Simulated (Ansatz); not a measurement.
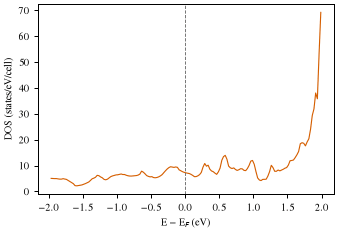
*Density of states of La2Cu2In (P4/mbm) near the Fermi level, Ansatz (a quantum-chemistry and plane-wave program) with PBEsol, rigid bands.*

With 10 atoms a cell, what bare Sommerfeld coefficient γ = (π²/3) k_B² N(E_F) follows?

N(E_F) ≈ 7.3 states/eV a cell at 300 K, so γ ≈ 1.73 mJ/(mol of atoms·K²), before electron-phonon enhancement.

How far does the Fermi level move in a rigid band for 0.1 electron a cell added or removed?

14 meV and -14 meV.

A metal at this level (no band gap); rigid bands, thermally averaged at 300 K, both spins. Spin-orbit coupling is left out. Geometry: cell and atoms relaxed with PBEsol.

Formula and space group known from diffraction (Crystallography Open Database), not checked to be the room-temperature form: La2Cu2In (P4/mbm).
